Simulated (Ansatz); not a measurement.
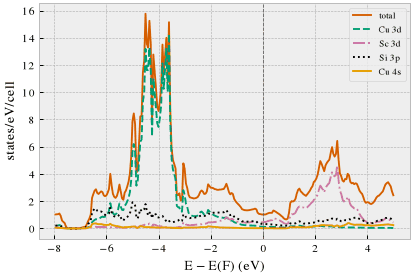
Fig. 1. Total and projected density of states of ScCu2Si2 in space group I4/mmm (No. 139; Sc on 2a, Si on 4e, Cu on 4d), the program Ansatz at the r²SCAN level (PAW)

Problem. Which orbitals carry the states next to the Fermi level?

Solution. Within 0.5 eV of the Fermi level: Sc 3d 44 %, Si 3p 31 %, Cu 3d 12 %, outside the projected shells 9 %. Projections are on Löwdin-orthogonalised atomic valence shells; empty p or d shells of many metals are not among them.

Problem. Where is the tallest occupied peak in this window, and what makes it?

Solution. Near -4.5 eV, about 16 states/eV per cell; the largest projected share is Cu 3d.

The first step of the workflow began from a Materials Project structure, measured or hypothetical; the Crystallography Open Database copy checked does not list it. Whether it is the stable phase at ambient conditions was not checked. The cell was relaxed with r²SCAN under the symmetry of its start; its stability against distortions is not shown here. No spin polarisation was allowed.

Potentials: the later of the program's two PAW sets.
